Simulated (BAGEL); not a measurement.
# triplet SiBr2: levels of theory compared

We compute a comparison of 4 runs (UHF/3-21G, ROHF/6-31G*, ROHF/def2-SVPD, UHF/def2-SVPD) of triplet SiBr2. 

The results are computed with BAGEL 1.2.2.

1 further run of the same task is left out (set aside as unsound or not needed).

## (1) The molecule

SiBr2: 3 atoms, total charge 0, spin state triplet. As SMILES of the parent species, `Br[Si]Br`. The coordinates come from a PBE0-D4/def2-TZVP relaxation. That shape belongs to the parent species and isn't relaxed for this state.

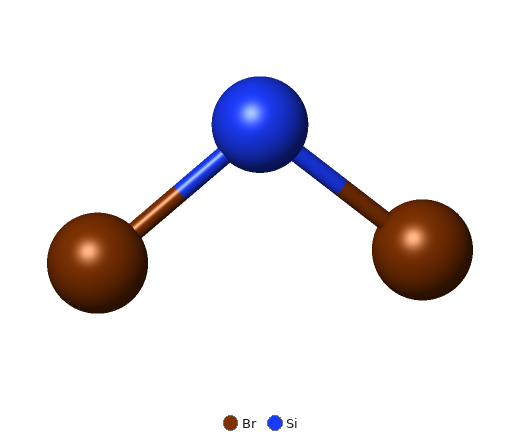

Viewed from a chosen angle; bromine brown, silicon blue.

## (2) A single-point energy at UHF/3-21G (density fitting with qzvpp-jkfit) (run 1)

Contents of input.json:

```json
{ "bagel": [

{
  "title": "molecule",
  "basis": "3-21g",
  "df_basis": "qzvpp-jkfit",
  "angstrom": true,
  "geometry": [
    { "atom": "Br", "xyz": [    0.975100,    1.342100,    0.670900 ] },
    { "atom": "Si", "xyz": [   -0.770000,    0.385700,   -0.376400 ] },
    { "atom": "Br", "xyz": [   -0.216000,   -1.792600,   -0.307800 ] }
  ]
},
{
  "title": "uhf",
  "nopen": 2
},
{
  "title": "print",
  "file": "orbitals.molden",
  "orbitals": true
}

]}
```

Run with:

```
$ BAGEL_NUM_THREADS=1 BAGEL input.json > input.out
```

Output:

```text
* using 1 threads per process

  ===============================================================
  ===============================================================

  *** Geometry ***

  { "atom" : "Br", "xyz" : [      1.842672,      2.536201,      1.267817 ] },
  { "atom" : "Si", "xyz" : [     -1.455089,      0.728867,     -0.711293 ] },
  { "atom" : "Br", "xyz" : [     -0.408181,     -3.387523,     -0.581658 ] },

  Number of auxiliary basis functions:      660

  Since a DF basis is specified, we compute 2- and 3-index integrals:
    o Being stored without compression. Storage requirement is 0.017 GB

  Number of basis functions:       57
  Number of electrons      :       84

    * METHOD: MOLECULE                             0.37

  *** Open-shell HF ***

  === Nuclear Repulsion ===
   416.1857779811

      * DIIS with orbital gradients will be used.

  === UHF iteration (3-21g) ===
      0      -5407.42038513          0.01368382           0.30
      1      -5407.47248021          0.00586492           0.30
      2      -5407.48040504          0.00222875           0.29
      3      -5407.48187956          0.00075252           0.29
      4      -5407.48248585          0.00019046           0.29
      5      -5407.48257036          0.00007258           0.29
      6      -5407.48259180          0.00001938           0.29
      7      -5407.48259458          0.00000635           0.29
      8      -5407.48259497          0.00000167           0.29
      9      -5407.48259499          0.00000059           0.29
     10      -5407.48259500          0.00000012           0.29
     11      -5407.48259500          0.00000007           0.30
     12      -5407.48259500          0.00000005           0.30
     13      -5407.48259500          0.00000001           0.29
    * SCF iteration converged.

    * S^2 (UHF) is 2.0065

    * Permanent dipole moment:
           (    0.848116,    -0.450675,     0.411652) a.u.

    * METHOD: UHF                                  4.37

    * METHOD: PRINT                                0.01

  ===============================================================
```

It took 5.1 s on 1 thread of Arm Neoverse V1, shared host; peak memory 0.13 GiB.

## (3) A single-point energy at ROHF/6-31G(d) (density fitting with qzvpp-jkfit, spherical functions) (run 2)

Contents of job.json:

```json
{ "bagel": [

{
  "title": "molecule",
  "basis": "6-31gs.json",
  "df_basis": "qzvpp-jkfit",
  "angstrom": "true",
  "geometry": [
    { "atom": "Br", "xyz": [    0.975100,    1.342100,    0.670900 ] },
    { "atom": "Si", "xyz": [   -0.770000,    0.385700,   -0.376400 ] },
    { "atom": "Br", "xyz": [   -0.216000,   -1.792600,   -0.307800 ] }
  ]
},
{
  "title": "rohf",
  "nopen": 2
},
{
  "title": "print",
  "file": "orbitals.molden",
  "orbitals": "true"
}

]}
```

The basis set 6-31G* is read from a file made from the Basis Set Exchange's data (not shown).

Run with:

```
$ BAGEL_NUM_THREADS=1 BAGEL job.json > job.out
```

Output:

```text
* using 1 threads per process

  ===============================================================
  ===============================================================

  *** Geometry ***

  { "atom" : "Br", "xyz" : [      1.842672,      2.536201,      1.267817 ] },
  { "atom" : "Si", "xyz" : [     -1.455089,      0.728867,     -0.711293 ] },
  { "atom" : "Br", "xyz" : [     -0.408181,     -3.387523,     -0.581658 ] },

  Number of auxiliary basis functions:      660

  Since a DF basis is specified, we compute 2- and 3-index integrals:
    o Being stored without compression. Storage requirement is 0.036 GB

  Number of basis functions:       82
  Number of electrons      :       84

    * METHOD: MOLECULE                             0.53

  *** Open-shell HF ***

  === Nuclear Repulsion ===
   416.1857779811

      * DIIS with orbital gradients will be used.

  === ROHF iteration (6-31gs.json) ===
      0      -5433.04153917          0.01440892           0.46
      1      -5433.09881975          0.00888839           0.45
      2      -5433.11463221          0.00537228           0.45
      3      -5433.12063723          0.00105846           0.46
      4      -5433.12199840          0.00044178           0.50
      5      -5433.12242890          0.00014540           0.45
      6      -5433.12256116          0.00004268           0.45
      7      -5433.12259130          0.00001486           0.46
      8      -5433.12259250          0.00000513           0.46
      9      -5433.12259428          0.00000086           0.45
     10      -5433.12259474          0.00000028           0.45
     11      -5433.12259479          0.00000011           0.45
     12      -5433.12259479          0.00000004           0.45
     13      -5433.12259479          0.00000001           0.45
     14      -5433.12259480          0.00000001           0.45
    * SCF iteration converged.

    * S^2 (ROHF) is 2.0000

    * Permanent dipole moment:
           (    0.748324,    -0.397604,     0.363221) a.u.

    * METHOD: ROHF                                 7.26

    * METHOD: PRINT                                0.02

  ===============================================================
```

Wall time 8.1 s (1 thread of Arm Neoverse V1, shared host); peak memory 0.17 GiB.

## (4) The energy at ROHF/def2-SVPD (density fitting with qzvpp-jkfit) (run 3)

Contents of job.json:

```json
{ "bagel" : [

{
  "title" : "molecule",
  "basis" : "def2-svpd.json",
  "df_basis" : "qzvpp-jkfit",
  "angstrom" : true,
  "geometry" : [
    { "atom" : "Br", "xyz" : [       0.975100,       1.342100,       0.670900 ] },
    { "atom" : "Si", "xyz" : [      -0.770000,       0.385700,      -0.376400 ] },
    { "atom" : "Br", "xyz" : [      -0.216000,      -1.792600,      -0.307800 ] }
  ]
},

{
  "title" : "rohf",
  "nopen" : 2
},

{
  "title" : "print",
  "file" : "orbitals.molden",
  "orbitals" : true
}

]}
```

The basis set def2-SVPD is read from a file made from the Basis Set Exchange's data (not shown).

Run with:

```
$ BAGEL_NUM_THREADS=1 BAGEL job.json > job.out
```

Output:

```text
* using 1 threads per process

  ===============================================================
  ===============================================================

  *** Geometry ***

  { "atom" : "Br", "xyz" : [      1.842672,      2.536201,      1.267817 ] },
  { "atom" : "Si", "xyz" : [     -1.455089,      0.728867,     -0.711293 ] },
  { "atom" : "Br", "xyz" : [     -0.408181,     -3.387523,     -0.581658 ] },

  Number of auxiliary basis functions:      660

  Since a DF basis is specified, we compute 2- and 3-index integrals:
    o Being stored without compression. Storage requirement is 0.059 GB

  Number of basis functions:      106
  Number of electrons      :       84

    * METHOD: MOLECULE                             0.51

  *** Open-shell HF ***

  === Nuclear Repulsion ===
   416.1857779811

      * DIIS with orbital gradients will be used.

  === ROHF iteration (def2-svpd.json) ===
      0      -5432.94106162          0.01601775           0.62
      1      -5433.01627185          0.01099911           0.60
      2      -5433.04029962          0.00663339           0.60
      3      -5433.05096602          0.00123884           0.58
      4      -5433.05286839          0.00049930           0.58
      5      -5433.05340375          0.00016013           0.59
      6      -5433.05355304          0.00005090           0.61
      7      -5433.05357869          0.00001708           0.61
      8      -5433.05357992          0.00000620           0.61
      9      -5433.05358233          0.00000133           0.61
     10      -5433.05358261          0.00000030           0.61
     11      -5433.05358269          0.00000012           0.61
     12      -5433.05358269          0.00000004           0.61
     13      -5433.05358270          0.00000002           0.61
     14      -5433.05358270          0.00000001           0.61
    * SCF iteration converged.

    * S^2 (ROHF) is 2.0000

    * Permanent dipole moment:
           (    0.532611,    -0.282956,     0.258522) a.u.

    * METHOD: ROHF                                 9.55

    * METHOD: PRINT                                0.03

  ===============================================================
```

Run time: 11 s. Hardware: 1 thread of Arm Neoverse V1, shared host; peak memory 0.22 GiB.

## (5) A single-point energy at UHF/def2-SVPD (density fitting with qzvpp-jkfit) (run 4)

Contents of input.json:

```json
{ "bagel" : [

{
  "title" : "molecule",
  "basis" : "def2-svpd.json",
  "df_basis" : "qzvpp-jkfit",
  "angstrom" : true,
  "geometry" : [
    { "atom" : "Br", "xyz" : [       0.975100,       1.342100,       0.670900 ] },
    { "atom" : "Si", "xyz" : [      -0.770000,       0.385700,      -0.376400 ] },
    { "atom" : "Br", "xyz" : [      -0.216000,      -1.792600,      -0.307800 ] }
  ]
},

{
  "title" : "uhf",
  "nopen" : 2
},

{
  "title" : "print",
  "file" : "orbitals.molden",
  "orbitals" : true
}

]}
```

The basis set def2-SVPD is read from a file made from the Basis Set Exchange's data (not shown).

Run with:

```
$ BAGEL_NUM_THREADS=1 BAGEL input.json > input.out
```

Output:

```text
* using 1 threads per process

  ===============================================================
  ===============================================================

  *** Geometry ***

  { "atom" : "Br", "xyz" : [      1.842672,      2.536201,      1.267817 ] },
  { "atom" : "Si", "xyz" : [     -1.455089,      0.728867,     -0.711293 ] },
  { "atom" : "Br", "xyz" : [     -0.408181,     -3.387523,     -0.581658 ] },

  Number of auxiliary basis functions:      660

  Since a DF basis is specified, we compute 2- and 3-index integrals:
    o Being stored without compression. Storage requirement is 0.059 GB

  Number of basis functions:      106
  Number of electrons      :       84

    * METHOD: MOLECULE                             0.52

  *** Open-shell HF ***

  === Nuclear Repulsion ===
   416.1857779811

      * DIIS with orbital gradients will be used.

  === UHF iteration (def2-svpd.json) ===
      0      -5432.94106162          0.01601775           0.58
      1      -5433.02295523          0.01065908           0.61
      2      -5433.04599980          0.00623344           0.61
      3      -5433.05435381          0.00102010           0.61
      4      -5433.05579328          0.00040080           0.61
      5      -5433.05601252          0.00015454           0.59
      6      -5433.05607903          0.00005660           0.60
      7      -5433.05609505          0.00002378           0.61
      8      -5433.05609903          0.00001034           0.63
      9      -5433.05610030          0.00000366           0.63
     10      -5433.05610043          0.00000149           0.61
     11      -5433.05610044          0.00000052           0.60
     12      -5433.05610045          0.00000017           0.59
     13      -5433.05610045          0.00000008           0.57
     14      -5433.05610045          0.00000004           0.56
     15      -5433.05610045          0.00000003           0.58
     16      -5433.05610045          0.00000002           0.60
     17      -5433.05610045          0.00000001           0.61
    * SCF iteration converged.

    * S^2 (UHF) is 2.0092

    * Permanent dipole moment:
           (    0.518935,    -0.275691,     0.251884) a.u.

    * METHOD: UHF                                 11.28

    * METHOD: PRINT                                0.03

  ===============================================================
```

Run time: 12 s. Hardware: 1 thread of Arm Neoverse V1, shared host; peak memory 0.22 GiB.

## (6) The series

| run | level | energy (Eh) | dipole moment (D) | ⟨S²⟩ | wall time |
| --- | --- | --- | --- | --- | --- |
| 1 | UHF/3-21G (density fitting with qzvpp-jkfit) | -5407.482595 | 2.66 | 2.006 | 5.1 s |
| 2 | ROHF/6-31G* (density fitting with qzvpp-jkfit, spherical functions) | -5433.122595 | 2.34 | 2.000 | 8.1 s |
| 3 | ROHF/def2-SVPD (density fitting with qzvpp-jkfit) | -5433.053583 | 1.67 | 2.000 | 11 s |
| 4 | UHF/def2-SVPD (density fitting with qzvpp-jkfit) | -5433.056100 | 1.63 | 2.009 | 12 s |

## (7) Results

| quantity | value |
| --- | --- |
| run 4: total energy | -5433.05610 Eh |
| run 4: dipole moment | 1.63 D |
| run 4: ⟨S²⟩ | 2.009 |

In words: The dipole moment (its size) runs from 1.63 D (UHF/def2-SVPD) to 2.66 D (UHF/3-21G). All runs together took 36 s, the longest 12 s.
